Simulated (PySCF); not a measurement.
System: C$_{7}$H$_{10}$B$_{2}$O (SMILES BOBC(C#CC)C#CC).

Input file:

```
{"job": {"kind": "nmr", "xc": "PBE0", "basis": "pcSseg-1"}, "charge": 0, "multiplicity": 1}
B     -3.522337    -1.605179    -0.784263
O     -2.240193    -1.448304    -0.903306
B     -0.961990    -1.250540    -0.978047
C     -0.187122    -0.586580     0.284539
C     -0.400382     0.855064     0.206319
C     -0.554847     2.040373     0.115278
C     -0.749845     3.472604     0.027745
C      1.242852    -0.855126     0.297063
C      2.426897    -1.041230     0.296364
C      3.856055    -1.276891     0.304035
H     -3.946635    -2.628628    -0.377383
H     -4.245421    -0.725341    -1.092806
H     -0.378648    -1.516794    -1.968259
H     -0.618910    -0.940610     1.230995
H     -0.067749     3.986291     0.705429
H     -0.557946     3.813608    -0.989691
H     -1.774608     3.727766     0.298134
H      4.300939    -0.852543     1.204415
H      4.061286    -2.347231     0.279108
H      4.313456    -0.810030    -0.568401
```

Command:

```sh
OMP_NUM_THREADS=1 python probes_run.py task.json out
```

Geometry: GFN2-xTB.

The calculation used PBE0/pcSseg-1, SCF density, gas phase, non-relativistic in PySCF.

Predict the electron density and electron localisation function between the atoms.

Answer. C–C (1.20 Å): the density is about 2.7 e/Å³ at the midpoint; the ELF peaks at about 0.85 between the atoms; a short, multiple covalent bond.
C–H (1.09 Å): ρ at the midpoint is about 2 e/Å³; the ELF climbs to about 1 towards the hydrogen, as it does in any bond to H (an ordinary covalent bond to hydrogen).

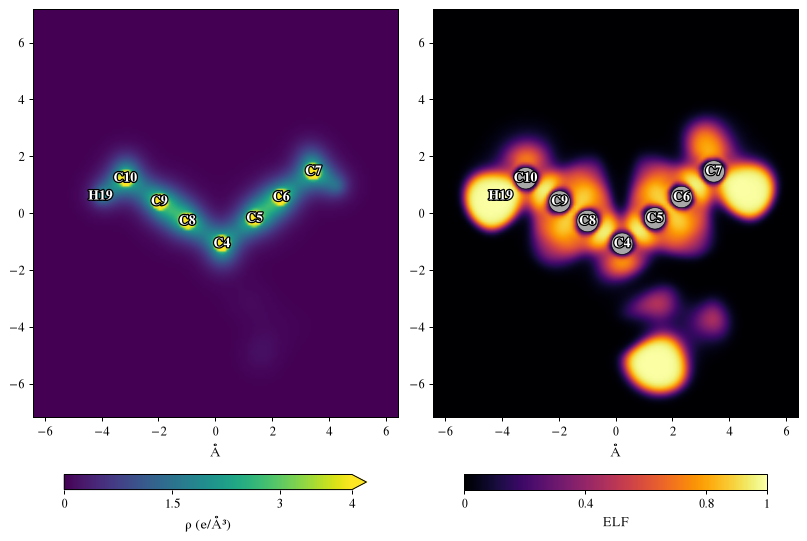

Computed electron density and electron localisation function on the plane of atoms C5, C4 and C8, in this order. Grey discs cover the atomic cores in the ELF map. 
